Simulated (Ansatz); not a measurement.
# Al2H (quartet): B2PLYP, RPA-PBE over vertical spin and charge gaps, cc-pVDZ

Aim: run Al2H (quartet) with these functionals over vertical spin and charge gaps, and hold them against the top wave-function level at the same points.

The runs use Ansatz 0.2.0, Gaussian basis; cc-pVDZ, all electrons in the functionals, frozen cores in the correlation of double hybrids and RPA.

The runs, in order: B2PLYP, RPA-PBE, at charge 0, quartet; charge 0, doublet; charge 0, sextet; charge 1, triplet; charge 1, quintet.

6 further runs of the same task are left out: 3 for a known fault of the program, 1 that didn't finish, 2 set aside as unsound or not needed.

### 1 The geometry

The geometry is a PBE0/def2-TZVP stationary point (not a proven minimum).

3 atoms, charge 0, spin multiplicity 4.

Atoms are counted from 1 here; the program's logs count them from 0.

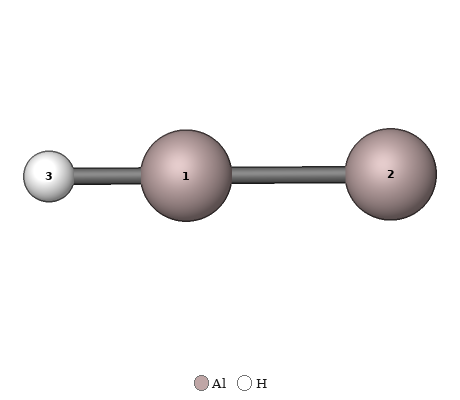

The geometry (aluminium light grey, hydrogen white); atoms are numbered from 1 in the order of the file.

No dispersion term is added.

The geometry shown and the zero of energy belong to the point charge 0, quartet. The yardstick, FCI, and other wave-function levels (R restricted, U unrestricted, valence and pair active spaces) come from earlier runs.

### 2 B2PLYP, charge 0, quartet

Input file in.yaml:

```yaml
crystal:
  periodic: [false, false, false]
  atoms:
    - {symbol: Al, position_ang: [0.000000, 0.000000, 0.259056]}
    - {symbol: Al, position_ang: [0.000000, 0.000000, -2.101360]}
    - {symbol: H, position_ang: [0.000000, 0.000000, 1.842303]}
basis:
  gaussian: {orbitals: cc-pVDZ}
magnetization: {spin_polarized: true, initial_magnetization: 3}
hamiltonian: {xc: {name: B2PLYP}}
correlation: {electrons: outside_noble_gas}
```

Launch:

```sh
$ ansatz run in.yaml --threads 1 --pin off --events-out ev --progress --plain --max-ram 2816MiB --backend cpu
```

Log:

```text
Functional definition: B2PLYP
  name "B2PLYP"
  cite "Grimme, J. Chem. Phys. 124, 034108 (2006) doi:10.1063/1.2148954"
  cite "Becke, Phys. Rev. A 38, 3098 (1988) doi:10.1103/PhysRevA.38.3098"
  cite "Lee, Yang & Parr, Phys. Rev. B 37, 785 (1988) doi:10.1103/PhysRevB.37.785"
  parameter a = 0.53
  parameter c = 0.27
  exchange = (1 - a)*b88_x + a*exact_x
  correlation = (1 - c)*lyp_c + c*(mp2_os + mp2_ss)
406 factors; integrals over basis functions are off by at most 1.0e-3 eV
mean field evaluation 1: about -13199.0162 eV, gradient 5.0e0 eV
mean field evaluation 2: about -13199.0179 eV, gradient 5.0e0 eV
mean field evaluation 4: about -13199.4790 eV, gradient 1.0e0 eV
mean field evaluation 8: about -13199.5108 eV, gradient 5.8e-2 eV
mean field evaluation 16: about -13199.5110 eV, gradient 1.9e-5 eV
mean field -13199.51099884 eV, -485.0730822573 hartree, gradient 4.3e-6 eV, S^2 3.757125; 2 other end points of the search recorded, 0 dependent functions left out
10 core orbitals not correlated: weight in the atoms' cores, before any rotation towards them, 1.000 or more for the frozen orbitals, at most 0.000 for the correlated occupied ones
reference -13199.51112718 eV, -485.0730869738 hartree; 5, 2 occupied and 26, 29 virtual orbitals, 406 factors
second order -3.16232987 eV of doubles, -0.00000000 eV of singles
Total energy: -13200.36495624 eV, -485.1044646132 hartree
```

Wall time 2.3 s (1 thread of AMD EPYC 7R13, shared host).

From the report: ⟨S²⟩ of the determinant 3.757 (pure quartet: 3.75).

### 3 B2PLYP, charge 0, doublet

Edit in.yaml of step 2 so:

```diff
@@ -8,3 +8,3 @@
   gaussian: {orbitals: cc-pVDZ}
-magnetization: {spin_polarized: true, initial_magnetization: 3}
+magnetization: {spin_polarized: true, initial_magnetization: 1}
 hamiltonian: {xc: {name: B2PLYP}}
```

Launched as before.

Log (excerpt; [...] marks lines left out):

```text
Functional definition: B2PLYP
  name "B2PLYP"
  cite "Grimme, J. Chem. Phys. 124, 034108 (2006) doi:10.1063/1.2148954"
  cite "Becke, Phys. Rev. A 38, 3098 (1988) doi:10.1103/PhysRevA.38.3098"
  cite "Lee, Yang & Parr, Phys. Rev. B 37, 785 (1988) doi:10.1103/PhysRevB.37.785"
[...]
406 factors; integrals over basis functions are off by at most 1.0e-3 eV
[...]
mean field -13199.77685311 eV, -485.0828522216 hartree, gradient 1.4e-6 eV, S^2 1.092050; 7 other end points of the search recorded, 0 dependent functions left out
10 core orbitals not correlated: weight in the atoms' cores, before any rotation towards them, 1.000 or more for the frozen orbitals, at most 0.000 for the correlated occupied ones
reference -13199.77698071 eV, -485.0828569109 hartree; 4, 3 occupied and 27, 28 virtual orbitals, 406 factors
second order -3.18875735 eV of doubles, -0.00000000 eV of singles
Total energy: -13200.63794519 eV, -485.1144967721 hartree
```

It took 3.3 s on 1 thread of AMD EPYC 7R13, shared host.

From the report: ⟨S²⟩ of the determinant 1.092 (pure doublet: 0.75).

From charge 0, quartet: -26.3 kJ/mol.

### 4 B2PLYP, charge 0, sextet

Edit in.yaml of step 3 so:

```diff
@@ -8,3 +8,3 @@
   gaussian: {orbitals: cc-pVDZ}
-magnetization: {spin_polarized: true, initial_magnetization: 1}
+magnetization: {spin_polarized: true, initial_magnetization: 5}
 hamiltonian: {xc: {name: B2PLYP}}
```

Same command.

Log (excerpt; [...] marks lines left out):

```text
Functional definition: B2PLYP
  name "B2PLYP"
  cite "Grimme, J. Chem. Phys. 124, 034108 (2006) doi:10.1063/1.2148954"
  cite "Becke, Phys. Rev. A 38, 3098 (1988) doi:10.1103/PhysRevA.38.3098"
  cite "Lee, Yang & Parr, Phys. Rev. B 37, 785 (1988) doi:10.1103/PhysRevB.37.785"
[...]
406 factors; integrals over basis functions are off by at most 1.0e-3 eV
[...]
mean field -13193.77283591 eV, -484.8622086593 hartree, gradient 2.5e-6 eV, S^2 8.755152; 2 other end points of the search recorded, 0 dependent functions left out
10 core orbitals not correlated: weight in the atoms' cores, before any rotation towards them, 1.000 or more for the frozen orbitals, at most 0.000 for the correlated occupied ones
reference -13193.77296152 eV, -484.8622132755 hartree; 6, 1 occupied and 25, 30 virtual orbitals, 406 factors
second order -2.26920021 eV of doubles, -0.00000000 eV of singles
Total energy: -13194.38564558 eV, -484.8847289993 hartree
```

Run time: 1.2 s. Hardware: 1 thread of AMD EPYC 7R13, shared host.

From the report: ⟨S²⟩ of the determinant 8.755 (pure sextet: 8.75).

From charge 0, quartet: +576.9 kJ/mol.

### 5 B2PLYP, charge 1, triplet

Edit in.yaml of step 4 so:

```diff
@@ -8,3 +8,4 @@
   gaussian: {orbitals: cc-pVDZ}
-magnetization: {spin_polarized: true, initial_magnetization: 5}
+total_charge: 1
+magnetization: {spin_polarized: true, initial_magnetization: 2}
 hamiltonian: {xc: {name: B2PLYP}}
```

Same command.

Log (excerpt; [...] marks lines left out):

```text
Functional definition: B2PLYP
  name "B2PLYP"
  cite "Grimme, J. Chem. Phys. 124, 034108 (2006) doi:10.1063/1.2148954"
  cite "Becke, Phys. Rev. A 38, 3098 (1988) doi:10.1103/PhysRevA.38.3098"
  cite "Lee, Yang & Parr, Phys. Rev. B 37, 785 (1988) doi:10.1103/PhysRevB.37.785"
[...]
406 factors; integrals over basis functions are off by at most 1.0e-3 eV
[...]
mean field -13192.95268196 eV, -484.8320685575 hartree, gradient 3.8e-6 eV, S^2 2.010059; 0 other end points of the search recorded, 0 dependent functions left out
10 core orbitals not correlated: weight in the atoms' cores, before any rotation towards them, 1.000 or more for the frozen orbitals, at most 0.000 for the correlated occupied ones
reference -13192.95281209 eV, -484.8320733397 hartree; 4, 2 occupied and 27, 29 virtual orbitals, 406 factors
second order -2.45936259 eV of doubles, -0.00000000 eV of singles
Total energy: -13193.61683999 eV, -484.8564759149 hartree
```

Wall time 1.3 s (1 thread of AMD EPYC 7R13, shared host).

From the report: ⟨S²⟩ of the determinant 2.010 (pure triplet: 2.00).

From charge 0, quartet: +651.1 kJ/mol.

### 6 B2PLYP, charge 1, quintet

Edit in.yaml of step 5 so:

```diff
@@ -9,3 +9,3 @@
 total_charge: 1
-magnetization: {spin_polarized: true, initial_magnetization: 2}
+magnetization: {spin_polarized: true, initial_magnetization: 4}
 hamiltonian: {xc: {name: B2PLYP}}
```

Launched as before.

Log (excerpt; [...] marks lines left out):

```text
Functional definition: B2PLYP
  name "B2PLYP"
  cite "Grimme, J. Chem. Phys. 124, 034108 (2006) doi:10.1063/1.2148954"
  cite "Becke, Phys. Rev. A 38, 3098 (1988) doi:10.1103/PhysRevA.38.3098"
  cite "Lee, Yang & Parr, Phys. Rev. B 37, 785 (1988) doi:10.1103/PhysRevB.37.785"
[...]
406 factors; integrals over basis functions are off by at most 1.0e-3 eV
[...]
mean field -13189.05969227 eV, -484.6890038253 hartree, gradient 8.4e-6 eV, S^2 6.012780; 0 other end points of the search recorded, 0 dependent functions left out
10 core orbitals not correlated: weight in the atoms' cores, before any rotation towards them, 1.000 or more for the frozen orbitals, at most 0.000 for the correlated occupied ones
reference -13189.05981767 eV, -484.6890084334 hartree; 5, 1 occupied and 26, 30 virtual orbitals, 406 factors
second order -2.00849664 eV of doubles, -0.00000000 eV of singles
Total energy: -13189.60211176 eV, -484.7089373738 hartree
```

Wall time 1.2 s (1 thread of AMD EPYC 7R13, shared host).

From the report: ⟨S²⟩ of the determinant 6.013 (pure quintet: 6.00).

From charge 0, quartet: +1038.5 kJ/mol.

### 7 RPA-PBE, charge 0, quartet

Input file in.yaml:

```yaml
crystal:
  periodic: [false, false, false]
  atoms:
    - {symbol: Al, position_ang: [0.000000, 0.000000, 0.259056]}
    - {symbol: Al, position_ang: [0.000000, 0.000000, -2.101360]}
    - {symbol: H, position_ang: [0.000000, 0.000000, 1.842303]}
basis:
  gaussian: {orbitals: cc-pVDZ}
magnetization: {spin_polarized: true, initial_magnetization: 3}
hamiltonian: {xc: {name: PBE}}
correlation: {method: rpa, electrons: outside_noble_gas}
```

Launched as before.

Log (excerpt; [...] marks lines left out):

```text
Functional definition: PBE
  name "PBE"
  cite "Perdew, Burke & Ernzerhof, Phys. Rev. Lett. 77, 3865 (1996) doi:10.1103/PhysRevLett.77.3865"
  parent pbe
[...]
406 factors; integrals over basis functions are off by at most 1.0e-3 eV
[...]
mean field -13199.68587091 eV, -485.0795086873 hartree, gradient 1.6e-6 eV, S^2 3.752229; 0 other end points of the search recorded, 0 dependent functions left out
10 core orbitals not correlated: weight in the atoms' cores, before any rotation towards them, 1.000 or more for the frozen orbitals, at most 0.000 for the correlated occupied ones
reference -13179.09622008 eV, -484.3228529756 hartree; 5, 2 occupied and 26, 29 virtual orbitals, 406 factors
Total energy: -13184.73775081 eV, -484.5301754061 hartree
```

Run time: 1.7 s. Hardware: 1 thread of AMD EPYC 7R13, shared host.

From the report: ⟨S²⟩ of the determinant 3.752 (pure quartet: 3.75).

### 8 RPA-PBE, charge 0, doublet

Edit in.yaml of step 7 so:

```diff
@@ -8,3 +8,3 @@
   gaussian: {orbitals: cc-pVDZ}
-magnetization: {spin_polarized: true, initial_magnetization: 3}
+magnetization: {spin_polarized: true, initial_magnetization: 1}
 hamiltonian: {xc: {name: PBE}}
```

The command is unchanged.

Log (excerpt; [...] marks lines left out):

```text
Functional definition: PBE
  name "PBE"
  cite "Perdew, Burke & Ernzerhof, Phys. Rev. Lett. 77, 3865 (1996) doi:10.1103/PhysRevLett.77.3865"
  parent pbe
[...]
406 factors; integrals over basis functions are off by at most 1.0e-3 eV
[...]
mean field -13199.81517210 eV, -485.0842604186 hartree, gradient 8.6e-6 eV, S^2 1.134134; 15 other end points of the search recorded, 0 dependent functions left out
10 core orbitals not correlated: weight in the atoms' cores, before any rotation towards them, 1.000 or more for the frozen orbitals, at most 0.000 for the correlated occupied ones
reference -13179.04949310 eV, -484.3211357908 hartree; 4, 3 occupied and 27, 28 virtual orbitals, 406 factors
Total energy: -13184.97755574 eV, -484.5389880747 hartree
```

It took 7 s on 1 thread of AMD EPYC 7R13, shared host.

From the report: ⟨S²⟩ of the determinant 1.134 (pure doublet: 0.75).

From charge 0, quartet: -23.1 kJ/mol.

### 9 RPA-PBE, charge 0, sextet

Edit in.yaml of step 8 so:

```diff
@@ -8,3 +8,3 @@
   gaussian: {orbitals: cc-pVDZ}
-magnetization: {spin_polarized: true, initial_magnetization: 1}
+magnetization: {spin_polarized: true, initial_magnetization: 5}
 hamiltonian: {xc: {name: PBE}}
```

The command is unchanged.

Log (excerpt; [...] marks lines left out):

```text
Functional definition: PBE
  name "PBE"
  cite "Perdew, Burke & Ernzerhof, Phys. Rev. Lett. 77, 3865 (1996) doi:10.1103/PhysRevLett.77.3865"
  parent pbe
[...]
406 factors; integrals over basis functions are off by at most 1.0e-3 eV
[...]
mean field -13193.99854694 eV, -484.8705033866 hartree, gradient 2.1e-6 eV, S^2 8.750876; 11 other end points of the search recorded, 0 dependent functions left out
10 core orbitals not correlated: weight in the atoms' cores, before any rotation towards them, 1.000 or more for the frozen orbitals, at most 0.000 for the correlated occupied ones
reference -13174.02955986 eV, -484.1366566467 hartree; 6, 1 occupied and 25, 30 virtual orbitals, 406 factors
Total energy: -13179.14032260 eV, -484.3244737134 hartree
```

Wall time 6 s (1 thread of AMD EPYC 7R13, shared host).

From the report: ⟨S²⟩ of the determinant 8.751 (pure sextet: 8.75).

From charge 0, quartet: +540.1 kJ/mol.

### 10 RPA-PBE, charge 1, triplet

Edit in.yaml of step 9 so:

```diff
@@ -8,3 +8,4 @@
   gaussian: {orbitals: cc-pVDZ}
-magnetization: {spin_polarized: true, initial_magnetization: 5}
+total_charge: 1
+magnetization: {spin_polarized: true, initial_magnetization: 2}
 hamiltonian: {xc: {name: PBE}}
```

Launched as before.

Log (excerpt; [...] marks lines left out):

```text
Functional definition: PBE
  name "PBE"
  cite "Perdew, Burke & Ernzerhof, Phys. Rev. Lett. 77, 3865 (1996) doi:10.1103/PhysRevLett.77.3865"
  parent pbe
[...]
406 factors; integrals over basis functions are off by at most 1.0e-3 eV
[...]
mean field -13192.66097447 eV, -484.8213485052 hartree, gradient 1.3e-6 eV, S^2 2.003274; 7 other end points of the search recorded, 0 dependent functions left out
10 core orbitals not correlated: weight in the atoms' cores, before any rotation towards them, 1.000 or more for the frozen orbitals, at most 0.000 for the correlated occupied ones
reference -13172.81458056 eV, -484.0920069812 hartree; 4, 2 occupied and 27, 29 virtual orbitals, 406 factors
Total energy: -13177.77159816 eV, -484.2741740179 hartree
```

Run time: 2.5 s. Hardware: 1 thread of AMD EPYC 7R13, shared host.

From the report: ⟨S²⟩ of the determinant 2.003 (pure triplet: 2.00).

From charge 0, quartet: +672.1 kJ/mol.

### 11 RPA-PBE, charge 1, quintet

Edit in.yaml of step 10 so:

```diff
@@ -9,3 +9,3 @@
 total_charge: 1
-magnetization: {spin_polarized: true, initial_magnetization: 2}
+magnetization: {spin_polarized: true, initial_magnetization: 4}
 hamiltonian: {xc: {name: PBE}}
```

Same command.

Log (excerpt; [...] marks lines left out):

```text
Functional definition: PBE
  name "PBE"
  cite "Perdew, Burke & Ernzerhof, Phys. Rev. Lett. 77, 3865 (1996) doi:10.1103/PhysRevLett.77.3865"
  parent pbe
[...]
406 factors; integrals over basis functions are off by at most 1.0e-3 eV
[...]
mean field -13188.99013840 eV, -484.6864477674 hartree, gradient 2.6e-6 eV, S^2 6.002127; 0 other end points of the search recorded, 0 dependent functions left out
10 core orbitals not correlated: weight in the atoms' cores, before any rotation towards them, 1.000 or more for the frozen orbitals, at most 0.000 for the correlated occupied ones
reference -13169.36309725 eV, -483.9651673091 hartree; 5, 1 occupied and 26, 30 virtual orbitals, 406 factors
Total energy: -13174.10038941 eV, -484.1392595847 hartree
```

Wall time 1.4 s (1 thread of AMD EPYC 7R13, shared host).

From the report: ⟨S²⟩ of the determinant 6.002 (pure quintet: 6.00).

From charge 0, quartet: +1026.3 kJ/mol.

### 12 Against the wave-function levels

The yardstick is full CI for this spin, exact in this basis with these frozen cores. It comes from earlier runs at the same points. Energies in kJ/mol, counted from charge 0, quartet; blanks weren't run or aren't comparable.

| level | quartet to doublet | quartet to sextet | ionisation to the triplet cation | ionisation to the quintet cation |
| --- | --- | --- | --- | --- |
| FCI | -16.5 |  | 664.1 | 1014.7 |
| B2PLYP | -26.3 | 576.9 | 651.1 | 1038.5 |
| RPA-PBE | -23.1 | 540.1 | 672.1 | 1026.3 |

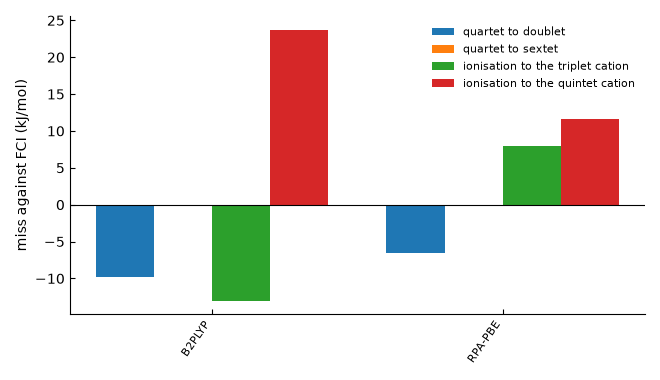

Misses of the gaps against FCI.

Largest miss and mean time a point (FCI took 59 s a point; shared hosts):

| level | largest miss (kJ/mol) | where | time a point |
| --- | --- | --- | --- |
| B2PLYP | +23.7 | ionisation to the quintet cation | 1.9 s |
| RPA-PBE | +11.6 | ionisation to the quintet cation | 3.7 s |

### 13 What came out

```
                             quantity                                            value
              quartet to doublet, FCI                                     -16.5 kJ/mol
ionisation to the triplet cation, FCI                                     664.1 kJ/mol
ionisation to the quintet cation, FCI                                    1014.7 kJ/mol
                 largest miss, B2PLYP  +23.7 kJ/mol (ionisation to the quintet cation)
                largest miss, RPA-PBE  +11.6 kJ/mol (ionisation to the quintet cation)
```

What this shows: Misses are known at 3 of 4 points at best, and only functionals with that many are ranked. Of the functionals, RPA-PBE keep the smallest largest miss at the points compared (at most 11.6 kJ/mol) and B2PLYP strays most (23.7 kJ/mol, at ionisation to the quintet cation). B2PLYP, RPA-PBE clearly break the spin symmetry at some points (⟨S²⟩ up to 0.38 above the pure value), so energy there is bought with a mixed spin. Functionals and the yardstick converge differently with the basis, so part of each miss in cc-pVDZ is the basis.
